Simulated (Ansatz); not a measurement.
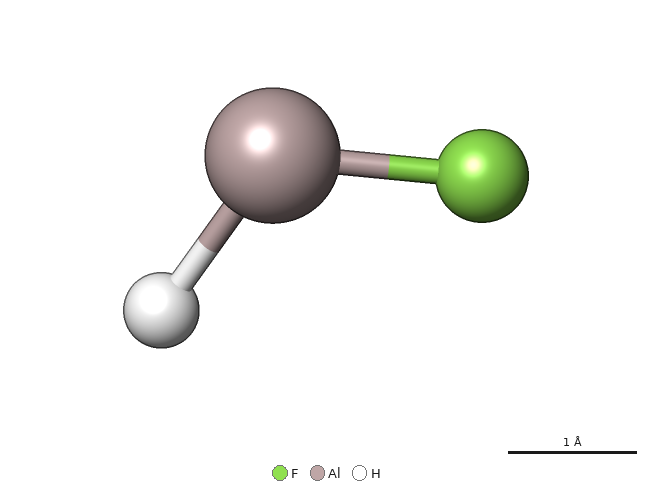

The picture shows a molecular structure as a ball-and-stick model.

Charge 0, doublet. The computed structure is the end point of a PBE0-D4/def2-TZVP optimisation.

Question: Which formula does it have?

Answer: AlFH, 3 atoms: 1 aluminium, 1 fluorine and 1 hydrogen.

Question: How many bonds of each kind are drawn?

Answer: 1 Al–F, 1 Al–H.

Question: Give the symmetry (Schoenflies symbol).

Answer: Cs.

Question: Write the SMILES.

Answer: [F][AlH]

The parts below concern this one geometry. Atoms keep their numbers from picture to picture.

## Geometry

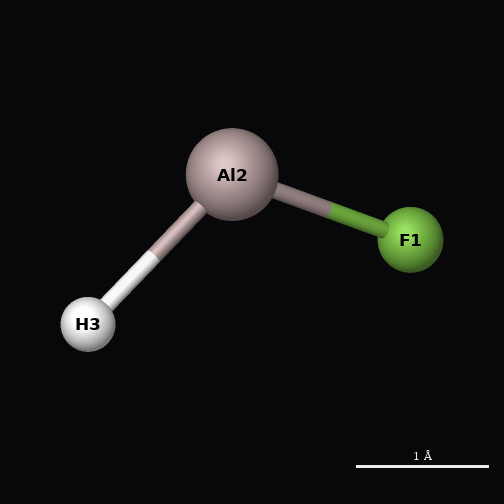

Question: What is the geometry at Al2?

Answer: Al2 has 2 neighbours (F1 at 1.66, H3 at 1.61 Å); the arrangement is bent.

## Dipole moment

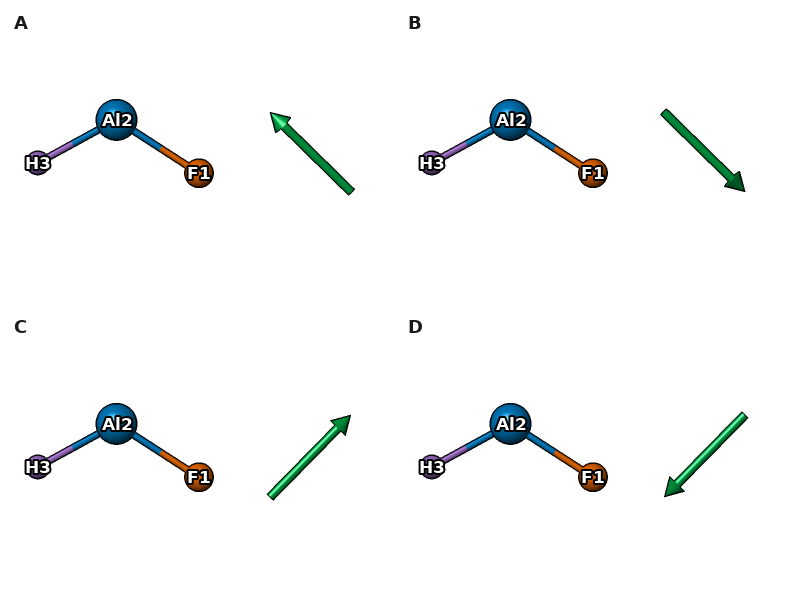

The same molecule four times, each with an arrow. Level of theory: UKS PBE0-D4/def2-TZVP (Ansatz 0.2.0).

Question: Which arrow points along the dipole moment, from the negative to the positive end?

Answer: A. The dipole moment is 1.57 D; it points from the side of F1 to the side of H3 (the outermost atoms at the two ends).

## Vibrations

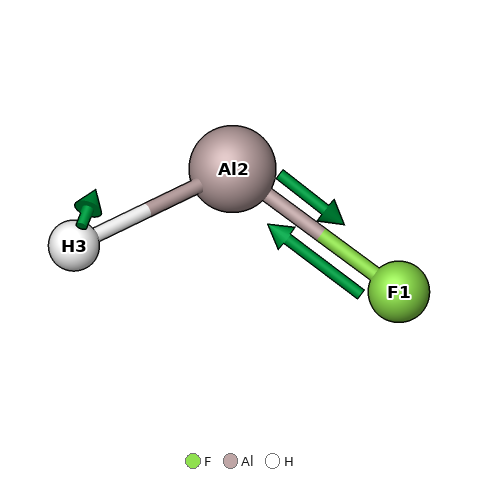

The arrows show one normal mode. Harmonic vibrations computed with UKS PBE0-D4/def2-TZVP (Ansatz 0.2.0) at a stationary point of the same level.

Question: What kind of motion is it?

Answer: Mostly Al–F stretching.

Question: At what wavenumber does it lie?

Answer: 816 cm⁻¹; it is mode 2 of 3 counted from the lowest.

## Charges

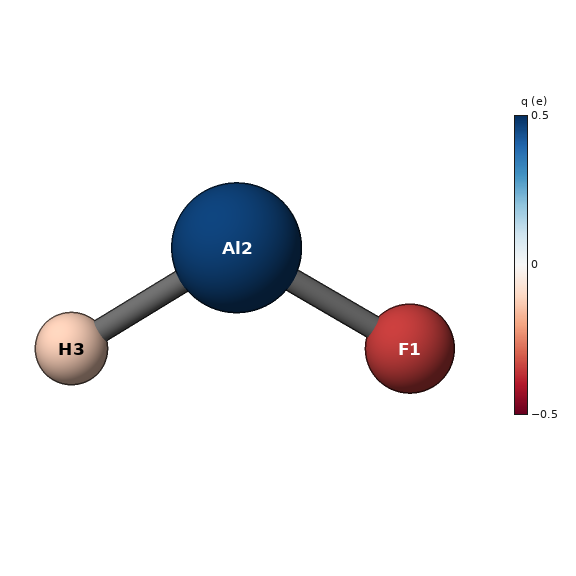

Atoms are coloured by their Mulliken charges. Properties computed with UKS B3LYP-D4/def2-TZVPP (Ansatz 0.2.0).

List the Mulliken charges.

| atom | value (e) |
| --- | --- |
| F1 | −0.34 |
| Al2 | 0.46 |
| H3 | −0.12 |

Mulliken values depend strongly on the basis set and can even reverse the polarity of a bond.
